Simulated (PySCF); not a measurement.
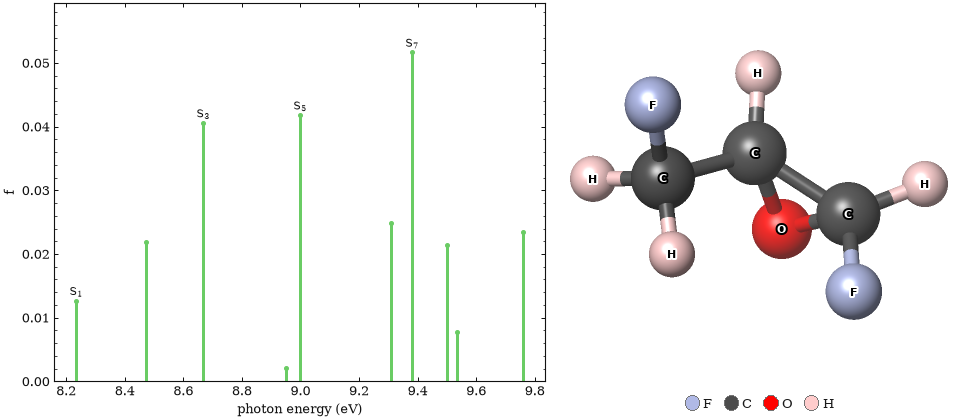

Computed absorption of C₃H₄F₂O, SMILES FC[C@@H]1O[C@@H]1F. Vertical TDDFT excitations, PBE0/def2-SVPD in PySCF 2.14.0, at a PBE0-D3(BJ)/def2-SVP geometry (no frequency check), gas phase. Only the first 10 singlet excitations are included.

Q: Where is the lowest singlet, and is it bright?

A: S1 lies at 8.24 eV (151 nm) with f = 0.013, mixed, the largest part being HOMO → LUMO (48 %); it is weak.

Q: List the transitions behind the spectrum.

A:
```csv
state,E (eV),λ (nm),f,main character
S1,8.24,151,0.013,HOMO → LUMO (48 %)
S2,8.47,146,0.022,HOMO → LUMO+1 (47 %)
S3,8.67,143,0.041,HOMO−1 → LUMO (46 %)
S4,8.95,139,0.002,HOMO−1 → LUMO+1 (58 %)
S5,9.00,138,0.042,HOMO → LUMO+2 (88 %)
S6,9.31,133,0.025,HOMO → LUMO+3 (93 %)
S7,9.38,132,0.052,HOMO−1 → LUMO+2 (90 %)
S8,9.50,130,0.021,HOMO → LUMO+4 (68 %)
S9,9.53,130,0.008,HOMO−2 → LUMO (51 %)
S10,9.76,127,0.023,HOMO−1 → LUMO+3 (95 %)
```

Note: states above the negative HOMO energy depend on the basis; one conformer of a flexible molecule; core orbitals are frozen in the response.
